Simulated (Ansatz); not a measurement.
# Si2W (I4/mmm): modes against uniaxial strain along c

Wanted: the shifts of the zone-centre modes of Si2W (I4/mmm) with strain.

Main program and level: Ansatz 0.2.0; DFT PBEsol, scalar-relativistic, plane waves, PAW; PAW set soft_1.

### 1. Set-up

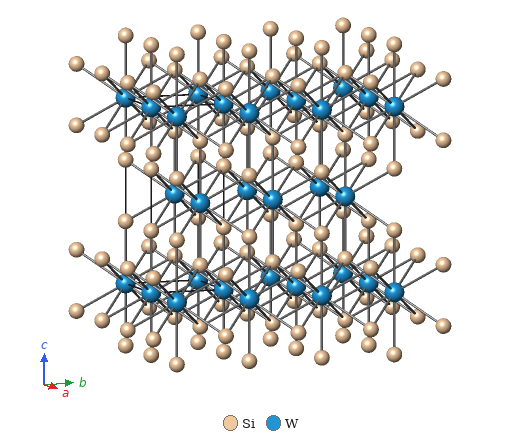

The starting structure, seen slightly off an axis (silicon light orange, tungsten blue). 2×3×1 cells are drawn. This picture shows the conventional cell, with its axes. Some periodic images of atoms are drawn too.

### 2. Bringing the structure to rest

The cell and atoms are relaxed, since residual forces and stress would shift the frequencies.

File input.yaml:

```yaml
crystal:
  lattice:
    - [-1.6069, 1.6069, 3.91495]
    - [1.6069, -1.6069, 3.91495]
    - [1.6069, 1.6069, -3.91495]
  atoms:
    - { symbol: Si, position: [0.3347, 0.3347, 0.0] }
    - { symbol: Si, position: [0.6653, 0.6653, 0.0] }
    - { symbol: W, position: [0.0, 0.0, 0.0] }
kpoints:
  mp_grid: { grid: [18, 18, 18] }
hamiltonian:
  xc: pbesol
  pseudopotentials: { kind: paw, azcp: { folder: soft_1 }, xc_functional: pbe }
scf:
  occupations: { method: gaussian, width: 0.1 }
output:
  forces: true
  stress: true
  eigenvalues: true
relax:
  adjacent_minimum: "off"
  f_tol: 0.005
  max_steps: 80
  cell: { stress_tol: 0.05 }
```

Run with:

```bash
$ ansatz run input.yaml --threads 4 --pin off --max-ram 10240MiB --backend cpu --events-out ev --progress --plain --runs-dir out
```

Numbers of over 12 decimals in the logs are rounded to 6 here.

The log of the run:

```text
Engine: ansatz 0.2.0, aarch64-unknown-linux-gnu
Pseudopotentials: kind: paw
Pseudopotential: Si, paw, valence charge 4, recommended cutoff 420 eV (normal), soft_1/Si.paw.azcp
Pseudopotential: W, paw, valence charge 14, recommended cutoff 420 eV (normal), soft_1/W.paw.azcp
Functional definition: PBEsol
  exchange = pbesol_x
  correlation = pbesol_c
Crystal: 3 atoms, lattice volume = 40.436 Å³
Basis set: ecut = 420 eV, 793 PW (Γ), exchange–correlation on 64×64×64 points (8 copies of the dense FFT grid, shifted against one another)
Bands: 15, of which v1, the nominal top of the filled ones, is band 11 counted from 1 (10 counted from 0)
Symmetry: 16 space group operations
Space group: I4/mmm (ITA 139), of the structure as read, at distance tolerance 3.4e-5 Å
k-points: 480 of 5832
Non-local potential: Si, projectors of the file, l = 0: 2, l = 1: 2, l = 2: 1
Non-local potential: W, projectors of the file, l = 0: 3, l = 1: 2, l = 2: 2, l = 3: 1
PAW form: soft (Blöchl's): semilocal exchange-correlation on the pseudo side does not see the compensation charge
PAW frozen core: Si, regenerated for the run's functional, and the local potential with it (the file was generated under x = pbe(κ = 0.804, μ = 0.219515), c = pbe(β = 0.066725))
PAW frozen core: W, regenerated for the run's functional, and the local potential with it (the file was generated under x = pbe(κ = 0.804, μ = 0.219515), c = pbe(β = 0.066725))
PAW one-centre angular grid: Si, 110 points (default); XC on 64 Gauss nodes
PAW one-centre angular grid: W, 590 points (default); XC on 64 Gauss nodes
Initial density: superposition of atomic densities (chi_scale 0.1, normalization cell, long waves kept (reshape's long-wave potential 0.00 eV rms))
Initial wavefunctions: pseudopotential atomic-orbital guess
Functional: x = pbesol(κ = 0.804, μ = 0.123457), c = pbesol(β = 0.046)
SCF iter   1: F=—  HF=-11502.244091 eV  |F-HF|=—  |Δ(HF+E_count)|=         —  Δρ=4.97e-2  dr2=1.00e0  ethr=3.10e-3  ⟨swp⟩=5.7  Hψ=43220  notcnv=0
preconditioner: auto → Kerker (q_TF=auto, 2.465 Å⁻¹)  [metal: Δε(μ)=0.030 eV  Ē_g=8.281 eV  σ=0.100 eV  W_gap=0.17  n_scr=10 (ndim 8)  ℏωp=21.8 eV  f_vac=0.000  D(μ)=0.25/eV (n_scr^D=0)]
SCF iter   2: F=—  HF=-11501.991906 eV  |F-HF|=—  |Δ(HF+E_count)|=   2.52e-1  Δρ=2.64e-2  dr2=2.17e-1  ethr=3.10e-3  ⟨swp⟩=2.2  Hψ=13513  notcnv=0  defer=3
SCF iter   3: F=—  HF=-11501.915290 eV  |F-HF|=—  |Δ(HF+E_count)|=   7.66e-2  Δρ=6.71e-3  dr2=1.48e-2  ethr=9.86e-4  ⟨swp⟩=2.7  Hψ=12978  notcnv=0  defer=11
SCF iter   4: F=—  HF=-11501.909821 eV  |F-HF|=—  |Δ(HF+E_count)|=   5.47e-3  Δρ=5.08e-4  dr2=5.63e-5  ethr=6.74e-5  ⟨swp⟩=2.1  Hψ=11637  notcnv=0  defer=11
SCF iter   5: F=—  HF=-11501.909812 eV  |F-HF|=—  |Δ(HF+E_count)|=   8.51e-6  Δρ=6.18e-5  dr2=1.04e-6  ethr=2.56e-7  ⟨swp⟩=2.7  Hψ=12769  notcnv=0  defer=11
SCF iter   6: F=-11501.909812 eV  HF=-11501.909812 eV  |F-HF|=1.82e-8  |Δ(HF+E_count)|=   5.91e-8  Δρ=1.03e-5  dr2=4.20e-8  ethr=4.55e-10  ⟨swp⟩=6.1  Hψ=33903  notcnv=0
SCF 1 converged in 6 iterations: F = -11501.909812 eV  dr2 = 4.20e-8
  greatest PAW one-centre occupation: 0.999 electrons in one spin orbital (limit 2), on the W atom at site 2 (counted from 0), in its partial waves of l = 0
relax step   1: F+E_penalty+E_count = -11501.90981238 eV  Δ(F+E_penalty+E_count) = +0.000e0 eV  max|allowed force component| = 8.032e-3 eV/Å  Δτ_max = 0.0000 Å  P = -1.909 GPa  Ω = 40.436 Å³  (6 SCF iters, dr2 threshold 1.00e-7 eV, accepted)
Crystal: 3 atoms, lattice volume = 39.954 Å³
Basis set: ecut = 420 eV, 769 PW (Γ), exchange–correlation on 64×64×64 points (8 copies of the dense FFT grid, shifted against one another)
Initial density: handed on by an earlier stage of this run
Initial wavefunctions: those handed on with the density
iter 1 solved again at ethr=5.72e-7 eV; its pass at ethr=3.10e-3 eV (dr2=1.26e-4 eV) is discarded
SCF iter   1: F=—  HF=-11501.911639 eV  |F-HF|=—  |Δ(HF+E_count)|=         —  Δρ=5.14e-4  dr2=1.53e-4  ethr=5.72e-7  ⟨swp⟩=2.3  Hψ=45787  notcnv=0
preconditioner: auto → Kerker (q_TF=auto, 2.470 Å⁻¹)  [metal: Δε(μ)=0.079 eV  Ē_g=8.199 eV  σ=0.100 eV  W_gap=0.42  n_scr=10 (ndim 8)  ℏωp=22.0 eV  f_vac=0.000  D(μ)=0.18/eV (n_scr^D=0)]
SCF iter   2: F=—  HF=-11501.911609 eV  |F-HF|=—  |Δ(HF+E_count)|=   3.06e-5  Δρ=2.94e-4  dr2=4.38e-5  ethr=5.72e-7  ⟨swp⟩=1.1  Hψ=7294  notcnv=0
SCF iter   3: F=—  HF=-11501.911592 eV  |F-HF|=—  |Δ(HF+E_count)|=   1.66e-5  Δρ=5.45e-5  dr2=1.85e-6  ethr=1.99e-7  ⟨swp⟩=2.5  Hψ=10590  notcnv=0
SCF iter   4: F=-11501.911592 eV  HF=-11501.911592 eV  |F-HF|=3.32e-8  |Δ(HF+E_count)|=   4.82e-7  Δρ=1.19e-5  dr2=5.89e-8  ethr=1.36e-9  ⟨swp⟩=5.2  Hψ=32168  notcnv=0
SCF 2 converged in 4 iterations: F = -11501.911592 eV  dr2 = 5.89e-8
relax step   2: F+E_penalty+E_count = -11501.91159153 eV  Δ(F+E_penalty+E_count) = -1.779e-3 eV  max|allowed force component| = 2.480e-2 eV/Å  Δτ_max = 0.0006 Å  P = +0.799 GPa  Ω = 39.954 Å³  energy of the carried Pulay correction = +1.112e-4 eV  (4 SCF iters, dr2 threshold 3.00e-7 eV, accepted)
Crystal: 3 atoms, lattice volume = 40.096 Å³
iter 1 solved again at ethr=1.44e-7 eV; its pass at ethr=3.10e-3 eV (dr2=3.18e-5 eV) is discarded
SCF iter   1: F=—  HF=-11501.912034 eV  |F-HF|=—  |Δ(HF+E_count)|=         —  Δρ=2.36e-4  dr2=4.01e-5  ethr=1.44e-7  ⟨swp⟩=2.2  Hψ=44361  notcnv=0
preconditioner: auto → Kerker (q_TF=auto, 2.469 Å⁻¹)  [metal: Δε(μ)=0.077 eV  Ē_g=8.176 eV  σ=0.100 eV  W_gap=0.41  n_scr=10 (ndim 8)  ℏωp=21.9 eV  f_vac=0.000  D(μ)=0.18/eV (n_scr^D=0)]
SCF iter   2: F=—  HF=-11501.912031 eV  |F-HF|=—  |Δ(HF+E_count)|=   3.17e-6  Δρ=1.29e-4  dr2=1.14e-5  ethr=1.44e-7  ⟨swp⟩=1.4  Hψ=7869  notcnv=0
SCF iter   3: F=—  HF=-11501.912027 eV  |F-HF|=—  |Δ(HF+E_count)|=   4.26e-6  Δρ=2.48e-5  dr2=5.96e-7  ethr=5.17e-8  ⟨swp⟩=2.6  Hψ=10424  notcnv=0
SCF iter   4: F=-11501.912027 eV  HF=-11501.912027 eV  |F-HF|=7.46e-9  |Δ(HF+E_count)|=   1.83e-7  Δρ=5.84e-6  dr2=1.33e-8  ethr=1.36e-9  ⟨swp⟩=4.8  Hψ=28477  notcnv=0
SCF 3 converged in 4 iterations: F = -11501.912027 eV  dr2 = 1.33e-8
relax step   3: F+E_penalty+E_count = -11501.91202688 eV  Δ(F+E_penalty+E_count) = -4.353e-4 eV  max|allowed force component| = 8.655e-3 eV/Å  Δτ_max = 0.0004 Å  P = -0.010 GPa  Ω = 40.096 Å³  energy of the carried Pulay correction = +7.844e-5 eV  (4 SCF iters, dr2 threshold 3.00e-7 eV, accepted)
[...]
relax step   4: F+E_penalty+E_count = -11501.91203050 eV  Δ(F+E_penalty+E_count) = -3.622e-6 eV  max|allowed force component| = 3.287e-3 eV/Å  Δτ_max = 0.0003 Å  P = -0.004 GPa  Ω = 40.094 Å³  energy of the carried Pulay correction = +7.889e-5 eV  (3 SCF iters, dr2 threshold 4.68e-9 eV, accepted)
Initial wavefunctions: pseudopotential atomic-orbital guess (no wavefunctions were taken with the density)
iter 1 solved again at ethr=1.23e-8 eV; its pass at ethr=3.10e-3 eV (dr2=2.71e-6 eV) is discarded
SCF iter   1: F=—  HF=-11501.911946 eV  |F-HF|=—  |Δ(HF+E_count)|=         —  Δρ=1.35e-5  dr2=1.36e-8  ethr=1.23e-8  ⟨swp⟩=3.1  Hψ=63722  notcnv=0
SCF iter   2: F=—  HF=-11501.911951 eV  |F-HF|=—  |Δ(HF+E_count)|=   5.24e-6  Δρ=7.08e-6  dr2=3.71e-9  ethr=6.18e-11  ⟨swp⟩=2.5  Hψ=12127  notcnv=0
SCF iter   3: F=—  HF=-11501.911951 eV  |F-HF|=—  |Δ(HF+E_count)|=   1.09e-9  Δρ=5.80e-7  dr2=1.23e-10  ethr=1.69e-11  ⟨swp⟩=3.0  Hψ=13242  notcnv=0
SCF iter   4: F=-11501.911951 eV  HF=-11501.911951 eV  |F-HF|=0.00e0  |Δ(HF+E_count)|=  2.00e-11  Δρ=1.70e-7  dr2=1.21e-11  ethr=1.00e-12  ⟨swp⟩=5.9  Hψ=33380  notcnv=0
SCF 5 converged in 4 iterations: F = -11501.911951 eV  dr2 = 1.21e-11
relax step   5: F+E_penalty+E_count = -11501.91195079 eV  Δ(F+E_penalty+E_count) = +7.972e-5 eV  max|allowed force component| = 3.268e-3 eV/Å  Δτ_max = 0.0000 Å  P = -0.004 GPa  Ω = 40.094 Å³  stress off target by 5.53e-3 GPa  SCF on the basis re-selected at this cell (its energy is not comparable with the rows above)  (4 SCF iters)
basis re-selected at this cell: Δ(F+E_penalty+E_count) = +7.972e-5 eV, ΔP = +0.000 GPa vs the last step (what re-selecting the basis moved, of the pressure what is left beyond the Pulay correction that the steps carried, after the strain that the cell walked since its last selection, with what the two solves' SCF thresholds leave and, on support functions, any second-order correction that the steps lacked; it is no m [...]
SCF converged after 4 iterations
Free energy (F): -11501.911951 eV
Harris-Foulkes:  -11501.911951 eV  (|F-HF|=0.00e0)
Internal energy: -11501.911067 eV  (E = F + TS)
E sigma→0 (E₀):  -11501.911509 eV
Entropy (-TS):   -0.000884 eV (-0.295 meV/atom)
Fermi energy:    16.717156 eV
--- Per-component energies (eV) ---
  E_band       = -80.938367
  E_kinetic    = 513.728392
  E_local      = -881.721564  (includes V_loc(G=0)·N_el)
  E_nonlocal   = 21.226030
  E_hartree    = 383.397450
  E_xc         = -382.861446
  E_vxc        = -333.535021  (∫ρ·V_xc dr)
  E_paw        = -9446.680467  (= ΣΔE_a)
  E_vpaw       = -167.431328  (= ΣTr[D̂ρ^β])
  E_aug_tail   = 0.000209  (compensation charges beyond the density's cutoff)
  E_ewald      = -1709.284650
  E_core_change = 0.284979  (= ΣΔE_core)
  E_smearing   = -0.000884  (= −TS)
  E_closure    = -0.000000  (closes the sum)
  Σ components = -11501.911951   (vs F -11501.911951, Δ=0.00e0)
--- Forces (eV/Å), atoms counted from 1 ---
  atom   1  Si     0.00000000     0.00000000    -0.00326799
  atom   2  Si    -0.00000000    -0.00000000     0.00326799
  atom   3  W     -0.00000000     0.00000000     0.00000000
  max |Σ_I F_I| component: 1.39e-17 eV/Å
--- Stress (GPa, compression-positive) ---
       -0.002535       0.000000       0.000000
        0.000000      -0.002535       0.000000
        0.000000       0.000000      -0.005529
  P = ⅓ Tr σ = -0.0035 GPa (-0.035 kbar)
--- Band table (eV; the first three rows and the last of 480) ---
  k-point 0: bands = [... 7 lower, 13.3184, 13.8540, 13.8540, 17.3449, 19.5379, 19.5968, 19.8476, 19.8476]
  k-point 1: bands = [... 7 lower, 13.3428, 13.5868, 14.2385, 16.8271, 19.3832, 19.9142, 19.9230, 19.9481]
  k-point 2: bands = [... 7 lower, 12.9517, 13.4195, 14.7566, 15.7074, 19.1726, 20.1211, 20.1626, 20.5581]
  k-point 479: bands = [... 7 lower, 14.1004, 15.8994, 15.8994, 16.2030, 16.2030, 17.5232, 21.2342, 21.6873]
--- Relaxed structure (4 steps of the walk, 4 accepted, 1 SCFs on fresh bases) ---
  F+E_penalty+E_count = -11501.91195079 eV   max|allowed force component| = 3.268e-3 eV/Å   (the final SCF, on the basis selected at the relaxed cell)
  cell:  # Å, volume = 40.0936 Å³
    - [-1.601445, 1.601445, 3.908322]
    - [1.601445, -1.601445, 3.908322]
    - [1.601445, 1.601445, -3.908322]
  atoms:
    - { symbol: Si, position: [0.334539, 0.334539, 0] }
    - { symbol: Si, position: [0.665461, 0.665461, 0] }
    - { symbol: W, position: [0, 0, 0] }
```

Elapsed: 23 s, on 4 threads of Arm Neoverse V1, shared host; peak memory 0.58 GiB.

The steps of the relaxation:

```csv
step,energy less that of the first step (eV),largest force component (eV/Å),pressure (GPa),volume (Å³)
1,0.0000,0.0080,-1.91,40.44
2,-0.0018,0.0248,0.80,39.95
3,-0.0022,0.0087,-0.01,40.10
4,-0.0022,0.0033,0.00,40.09
5*,-0.0021,0.0033,0.00,40.09
```

Relaxation steps marked * repeat the geometry before them on a plane-wave basis chosen anew for their cell, so energy and pressure can jump there.

The run keeps the 16 symmetry operations that it works with, so distortions that break them were not tested.

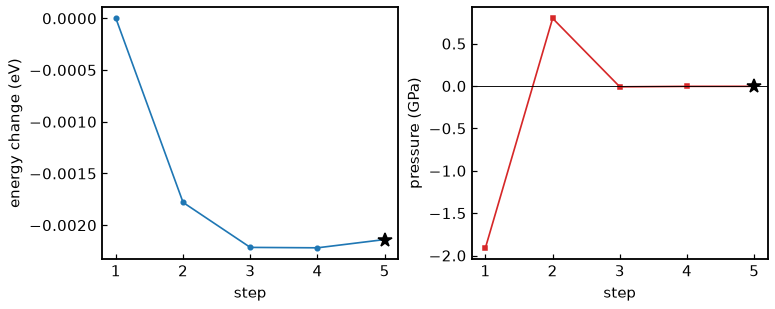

Energy and pressure along the relaxation. Stars mark steps on a basis chosen anew.

```csv
"conventional cell, symmetrised",before,after,change
a (Å),3.214,3.203,-0.3 %
b (Å),3.214,3.203,-0.3 %
c (Å),7.830,7.817,-0.2 %
volume (Å³/atom),13.48,13.36,-0.8 %
```

The relaxed structure:

```cif
data_structure
_symmetry_space_group_name_H-M 'P 1'
_symmetry_Int_Tables_number 1
_cell_length_a 4.5171
_cell_length_b 4.5171
_cell_length_c 4.5171
_cell_angle_alpha 138.471
_cell_angle_beta 138.471
_cell_angle_gamma 60.183
_cell_volume 40.09
loop_
_atom_site_label
_atom_site_type_symbol
_atom_site_fract_x
_atom_site_fract_y
_atom_site_fract_z
_atom_site_occupancy
Si1 Si 0.33454 0.33454 0.00000 1
Si2 Si 0.66546 0.66546 0.00000 1
W3 W 0.00000 0.00000 0.00000 1
```

Numbers from this step:

* pressure: -0.003533 GPa
* volume per atom: 13.36 Å³
* gap on the k-mesh: 0 eV

In this step the volume went from 13.48 to 13.36 Å³/atom.

### 3. Tight relaxation

Phonons need small forces and stress, so the relaxation is finished with tight tolerances on 20×20×20 k points.

File input.yaml:

```yaml
crystal:
  lattice:
    - [-1.6014454819, 1.6014454819, 3.908322351]
    - [1.6014454819, -1.6014454819, 3.908322351]
    - [1.6014454819, 1.6014454819, -3.908322351]
  atoms:
    - { symbol: Si, position: [0.3345392717, 0.3345392717, 0.0] }
    - { symbol: Si, position: [0.6654607283, 0.6654607283, 0.0] }
    - { symbol: W, position: [0.0, 0.0, 0.0] }
kpoints:
  mp_grid: { grid: [20, 20, 20] }
hamiltonian:
  xc: pbesol
  pseudopotentials: { kind: paw, azcp: { folder: soft_1 }, xc_functional: pbe }
scf:
  occupations: { method: methfessel_paxton, width: 0.2 }
output:
  forces: true
  stress: true
  eigenvalues: true
  write_density: true
  write_potential: true
  elf: true
  volumetric_format: npy
relax:
  adjacent_minimum: "off"
  f_tol: 0.001
  max_steps: 60
  cell: { stress_tol: 0.01 }
```

The log of the run:

```text
[...]
Crystal: 3 atoms, lattice volume = 40.094 Å³
Basis set: ecut = 420 eV, 769 PW (Γ), exchange–correlation on 64×64×64 points (8 copies of the dense FFT grid, shifted against one another)
Bands: 15, of which v1, the nominal top of the filled ones, is band 11 counted from 1 (10 counted from 0)
Symmetry: 16 space group operations
[...]
k-points: 641 of 8000
[...]
--- Relaxed structure (3 steps of the walk, 3 accepted, 1 SCFs on fresh bases) ---
[...]
cell:  # Å, volume = 40.0912 Å³
    - [-1.601472, 1.601472, 3.907958]
    - [1.601472, -1.601472, 3.907958]
    - [1.601472, 1.601472, -3.907958]
  atoms:
    - { symbol: Si, position: [0.334535, 0.334535, 0] }
    - { symbol: Si, position: [0.665465, 0.665465, 0] }
    - { symbol: W, position: [0, 0, 0] }
[key lines of the parts left out:]
SCF converged after 4 iterations
Free energy (F): -11501.910907 eV
Fermi energy:    16.699239 eV
P = ⅓ Tr σ = -0.0000 GPa (-0.000 kbar)
```

Elapsed: 25 s, on 4 threads; peak memory 0.66 GiB.

Little changed from the start: no atom moved by 0.005 Å and no cell edge by 0.1 %.

This step gave:

```
pressure : -1.25e-5 GPa
```

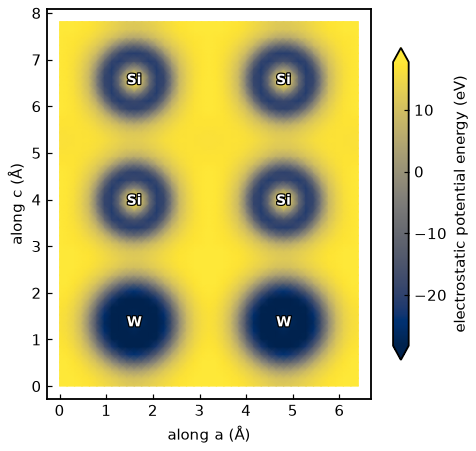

Electrostatic potential energy in the ac plane of the conventional cell at fractional y = 0.000, with atoms of Si and W within 0.2 Å of it. With pseudopotentials it is smooth inside the atoms' cores, unlike the true potential. The map starts off the cell's origin, so that atoms lie inside it.

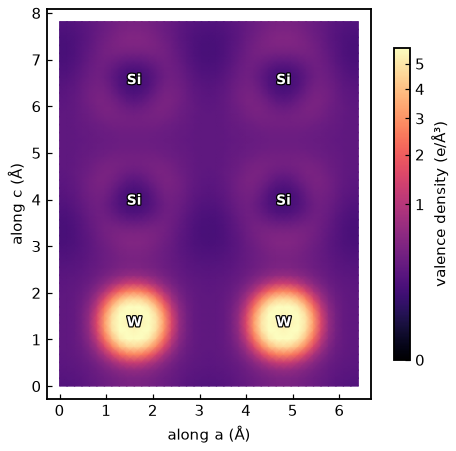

Valence density in the ac plane of the conventional cell at fractional y = 0.000, with atoms of Si and W within 0.2 Å of it. It is the smooth field of the valence electrons, not physical close to the nuclei. The map starts off the cell's origin, so that atoms lie inside it. The colour scale is stretched toward low values.

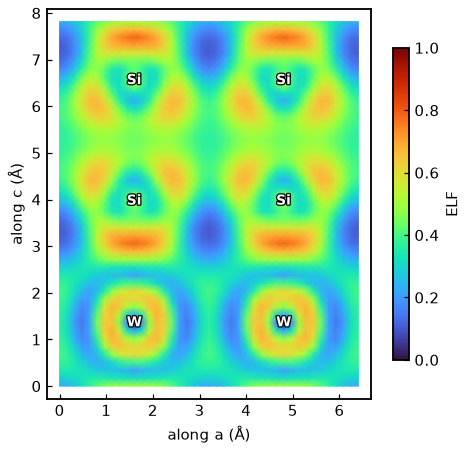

ELF in the ac plane of the conventional cell at fractional y = 0.000, with atoms of Si and W within 0.2 Å of it. It is the smooth field of the valence electrons, not physical close to the nuclei. The map starts off the cell's origin, so that atoms lie inside it.

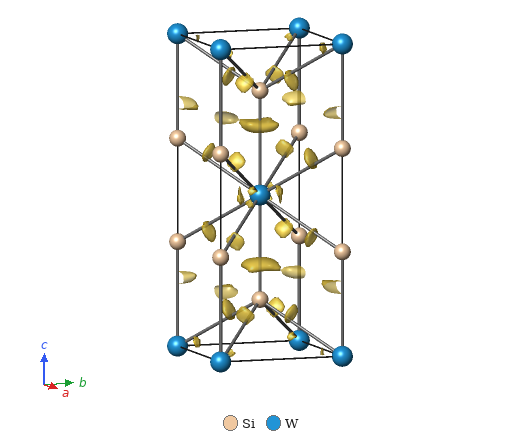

Surface of ELF = 0.7.

The largest force component left is 0.18 meV/Å and the pressure is 0.000 GPa, within the tolerances set. The cell now holds 13.36 Å³/atom.

(Continued in part 2 of 3.)

[Logs are printed without paths, hosts, clocks, repeated set-up lines and the standing remarks that a program may print on its own settings, such as how far it seeks lower states.]

[Hosts, paths, dates, database ids (printed as entryN), source tags and the programs' standing remarks are cut or masked in the printed files.]
